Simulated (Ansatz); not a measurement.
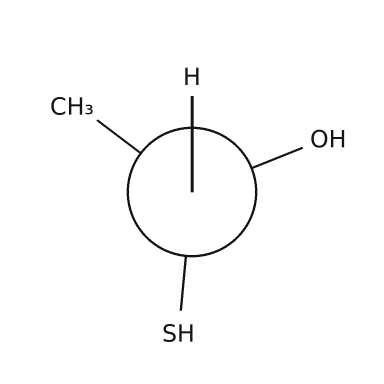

A Newman projection along the O–C bond, oxygen in front; angles are drawn as computed, but eclipsed bonds slightly apart. Computed geometry: PBE-D4/def2-SVP optimisation. No frequency run is at hand to confirm it as a minimum.

**Which molecule is it?**

C2H6O2S, CC(O)(O)S

**What is the torsion angle from the front H to the back SH? The sign is positive where the front bond must turn clockwise to cover the back bond.**

−175°, antiperiplanar (anti).
